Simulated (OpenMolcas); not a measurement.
# triplet CHClFNSi: levels of theory compared

Wanted: a comparison of 6 runs (UHF/STO-3G, U-revPBE/6-31G*, UPBE/6-31G*, UTPSS/6-31G*, UB3LYP/6-31G*, ROMP2/6-31G*) of triplet CHClFNSi. 

Program for the calculation: OpenMolcas 26.06.

1 further run of the same task is left out (set aside as unsound or not needed).

## 1. The system as given

The species is CHClFNSi (6 atoms), meant as a triplet with charge 0. As SMILES of the parent species, `FC1=N[SiH]1Cl`. Geometry: relaxed at PBE0-D4/def2-TZVP. That shape belongs to the parent species and isn't relaxed for this state.

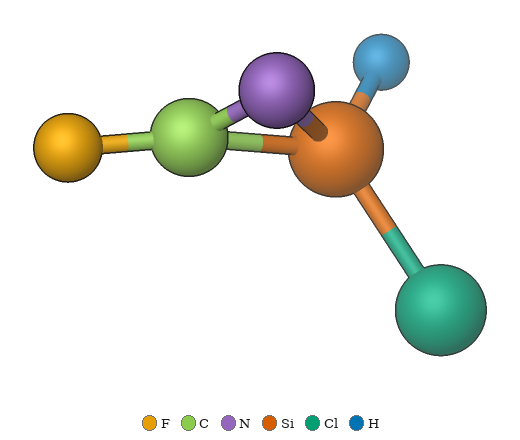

The structure, seen from a chosen angle (fluorine amber, carbon green, nitrogen purple, silicon orange, chlorine teal, hydrogen blue).

## 2. A single-point energy at UHF/STO-3G (run 1)

Contents of mol.xyz:

```xyz
6

F      0.158300    -2.281300    -0.638700
C      0.216600    -1.043700    -0.212100
N      1.240300    -0.391700     0.161000
Si    -0.233900     0.593200     0.234800
Cl    -0.525700     2.070200    -1.116500
H     -0.813600     0.989400     1.525400
```

Contents of mol.inp:

```
&GATEWAY
 BASLIB = $CurrDir
 COORD = mol.xyz
 BASIS = STO-3G
 GROUP = NoSym

&SEWARD

&SCF
 UHF
 SPIN = 3
 THRESHOLDS = 1e-10 1e-07 1e-07 1e-05
 PRORBITALS = 1 2
```

The basis set STO-3G is read from a file made from the Basis Set Exchange's data (not shown).

The run is started by

```sh
$ export MOLCAS_MEM=1860
$ pymolcas mol.inp > mol.log
```

Output:

```text
--- Start Module: gateway ---
[...]
--- Stop Module: gateway /rc=_RC_ALL_IS_WELL_ ---
--- Start Module: seward ---
[...]
      Basis functions           34
--- Stop Module: seward /rc=_RC_ALL_IS_WELL_ ---
[...]
--- Start Module: scf ---
[...]
       Convergence after  27 Iterations
[...]
::    Total SCF energy                               -929.7757619663
[...]
      Total spin, S                                     1.0066490042
[...]
      Total electronic charge=   54.000000
      Total            charge=   -0.000000
[...]
      Dipole Moment (debye):
      Origin of the operator (angstrom)=   -0.0254    0.2628   -0.3980
                   X= -1.2626E+00               Y=  4.9518E-01               Z=  2.1624E+00           Total=  2.5525E+00
      Quadrupole Moment (debye*angstrom):
[...]
--- Stop Module: scf /rc=_RC_ALL_IS_WELL_ ---
[...]
```

Wall time 3.3 s (1 thread of Intel Xeon Platinum 8259CL at 2.50GHz (Skylake/Cascade Lake), shared host); peak memory 0.37 GiB.

## 3. The energy at U-revPBE/6-31G(d) (spherical functions) (run 2)

Contents of input.xyz:

```xyz
6

F      0.158300    -2.281300    -0.638700
C      0.216600    -1.043700    -0.212100
N      1.240300    -0.391700     0.161000
Si    -0.233900     0.593200     0.234800
Cl    -0.525700     2.070200    -1.116500
H     -0.813600     0.989400     1.525400
```

Contents of job.inp:

```
&GATEWAY
 BasLib = $CurrDir
 Coord = input.xyz
 Basis = 6-31Gs
 Group = NoSym

&SEWARD
 GridInput
 Grid=UltraFine
 End of Grid

&SCF
 UHF
 Spin = 3
 KSDFT = revPBE
 Thresholds = 1e-10 1e-07 1e-07 1e-05
 PrOrbitals = 1 2
```

The basis set 6-31G* is read from a file made from the Basis Set Exchange's data (not shown).

The run is started by

```sh
$ export MOLCAS_MEM=1860
$ pymolcas job.inp > job.log
```

Output:

```text
--- Start Module: gateway ---
[...]
--- Stop Module: gateway /rc=_RC_ALL_IS_WELL_ ---
--- Start Module: seward ---
[...]
      Basis functions           80
--- Stop Module: seward /rc=_RC_ALL_IS_WELL_ ---
[...]
--- Start Module: scf ---
[...]
       Convergence after  35 Iterations
[...]
::    Total KS-DFT energy                            -942.5835858818
[...]
      Total spin, S                                     1.0019207009
[...]
      Total electronic charge=   54.000000
      Total            charge=   -0.000000
[...]
      Dipole Moment (debye):
      Origin of the operator (angstrom)=   -0.0254    0.2628   -0.3980
                   X= -1.3742E+00               Y=  5.3647E-01               Z=  6.5127E-01           Total=  1.6126E+00
      Quadrupole Moment (debye*angstrom):
[...]
--- Stop Module: scf /rc=_RC_ALL_IS_WELL_ ---
[...]
```

It took 80 s on 1 thread of Intel Xeon Platinum 8259CL at 2.50GHz (Skylake/Cascade Lake), shared host; peak memory 0.45 GiB.

## 4. A single-point energy at UPBE/6-31G(d) (spherical functions) (run 3)

mol.xyz is that of step 2.

Contents of calc.inp:

```
* CHClFNSi Kohn-Sham DFT
&GATEWAY
BasLib
$CurrDir
Coord
mol.xyz
Basis
6-31Gs
Group
NoSym
&SEWARD
GridInput
Grid=UltraFine
End of Grid
&SCF
UHF
Spin
3
KSDFT
PBE
Thresholds
1e-10 1e-07 1e-07 1e-05
PrOrbitals
1 1
```

The basis set 6-31G* is read from a file made from the Basis Set Exchange's data (not shown).

The run is started by

```sh
$ export MOLCAS_MEM=1860
$ pymolcas calc.inp > calc.log
```

Output:

```text
--- Start Module: gateway ---
[...]
--- Stop Module: gateway /rc=_RC_ALL_IS_WELL_ ---
--- Start Module: seward ---
[...]
      Basis functions           80
--- Stop Module: seward /rc=_RC_ALL_IS_WELL_ ---
[...]
--- Start Module: scf ---
[...]
       Convergence after  34 Iterations
[...]
::    Total KS-DFT energy                            -942.2483494790
[...]
      Total spin, S                                     1.0017667589
[...]
      Total electronic charge=   54.000000
      Total            charge=   -0.000000
[...]
      Dipole Moment (debye):
      Origin of the operator (angstrom)=   -0.0254    0.2628   -0.3980
                   X= -1.3980E+00               Y=  5.5973E-01               Z=  6.6862E-01           Total=  1.6476E+00
      Quadrupole Moment (debye*angstrom):
[...]
--- Stop Module: scf /rc=_RC_ALL_IS_WELL_ ---
[...]
```

Wall time 63 s (1 thread of Intel Xeon Platinum 8259CL at 2.50GHz (Skylake/Cascade Lake), shared host); peak memory 0.45 GiB.

Runs 4 to 5 aren't shown in full; the table further down has their settings and results.

## 5. A single-point energy at ROMP2/6-31G(d) (spherical functions) (run 6)

Contents of job.input:

```
&GATEWAY
BasLib
$CurrDir
Coord
6
angstrom
F        0.158300      -2.281300      -0.638700
C        0.216600      -1.043700      -0.212100
N        1.240300      -0.391700       0.161000
Si      -0.233900       0.593200       0.234800
Cl      -0.525700       2.070200      -1.116500
H       -0.813600       0.989400       1.525400
Basis
6-31Gs
Group
NoSym
&SEWARD
&SCF
UHF
Spin
3
Thresholds
1e-10 1e-07 1e-07 1e-05
PrOrbitals
1 1
&RASSCF
FileOrb
$Project.UnaOrb
Spin
3
Nactel
2 0 0
Inactive
26
Ras2
2
OutOrbitals
Canonical
OrbListing
Nothing
&CASPT2
IPEA
0.0
Frozen
13
```

The basis set 6-31G* is read from a file made from the Basis Set Exchange's data (not shown).

The run is started by

```sh
$ export MOLCAS_MEM=1860
$ pymolcas job.input > job.log
```

Output:

```text
--- Start Module: gateway ---
[...]
--- Stop Module: gateway /rc=_RC_ALL_IS_WELL_ ---
[...]
      Basis functions           80
[...]
       Convergence after  28 Iterations
[...]
::    Total SCF energy                               -940.5764058520
[...]
      Total spin, S                                     1.0132165253
[...]
--- Start Module: rasscf ---
[...]
      Number of active orbitals                  2
[...]
      Spin quantum number                      1.0
[...]
      Active orbitals                            2
[...]
      Number of CSFs                             1
[...]
      Number of root(s) required                 1
[...]
      Convergence after 17 iterations
[...]
      printout of CI-coefficients larger than  0.05 for root  1
      energy=    -940.563291
      conf/sym  11     Coeff  Weight
             1  uu   1.00000 1.00000
      Natural orbitals and occupation numbers for root  1
      sym 1:   1.000000   1.000000
      ************************************************************************************************************************
      *                                                    Final results                                                     *
[...]
::    RASSCF root number  1 Total energy:   -940.56329149
[...]
      Total electronic charge=   54.000000
      Total            charge=   -0.000000
[...]
      Dipole Moment (debye):
      Origin of the operator (angstrom)=   -0.0254    0.2628   -0.3980
                   X= -1.6382E+00               Y=  1.7132E+00               Z=  1.4397E+00           Total=  2.7733E+00
      Quadrupole Moment (debye*angstrom):
[...]
--- Stop Module: rasscf /rc=_RC_ALL_IS_WELL_ ---
[...]
--- Start Module: caspt2 ---
[...]
 ###    WARNING: User changed nr of frozen orbitals.                         ###
 ###############################################################################
[...]
      E2 (Variational):          -0.6521844416
      Total energy:            -941.2154759288
[...]
      Reference weight:           0.81206
[...]
::    CASPT2 Root  1     Total energy:   -941.21547593
[...]
--- Stop Module: caspt2 /rc=_RC_ALL_IS_WELL_ ---
[...]
```

Run time: 20 s. Hardware: 1 thread of Intel Xeon Platinum 8259CL at 2.50GHz (Skylake/Cascade Lake), shared host; peak memory 0.45 GiB.

## 6. Overview of the runs

| run | level | integration grid | Cartesian functions | energy (Eh) | dipole moment (D) | HOMO energy (eV) | ⟨S²⟩ | wall time |
| --- | --- | --- | --- | --- | --- | --- | --- | --- |
| 1 | UHF/STO-3G | – | no | -929.775762 | 2.55 | -4.33 | 2.020 | 3.3 s |
| 2 | U-revPBE/6-31G* (spherical functions) | UltraFine | no | -942.583586 | 1.61 | -1.91 | 2.006 | 80 s |
| 3 | UPBE/6-31G* (spherical functions) | UltraFine | no | -942.248349 | 1.65 | -1.95 | 2.005 | 63 s |
| 4 | UTPSS/6-31G* (spherical functions) | UltraFine | no | -942.852324 | 1.96 | -1.97 | 2.007 | 2.1 min |
| 5 | UB3LYP/6-31G* (Cartesian functions) | UltraFine | yes | -942.816634 | 2.26 | -2.92 | 2.009 | 67 s |
| 6 | ROMP2/6-31G* (spherical functions) | – | no | -941.215476 | – | – | – | 20 s |

## 7. What came out

| quantity | value |
| --- | --- |
| run 6: total energy | -941.21548 Eh |

In words: Over runs 1, 2, 3, 4, 5 the dipole moment (its size) runs from 1.61 D (U-revPBE/6-31G*) to 2.55 D (UHF/STO-3G). The two ends differ in method and basis. Totals of different functionals can't be ranked against each other. In run 1 the basis is minimal, so the values are rough. All runs together took 6 min, the longest 2.1 min.
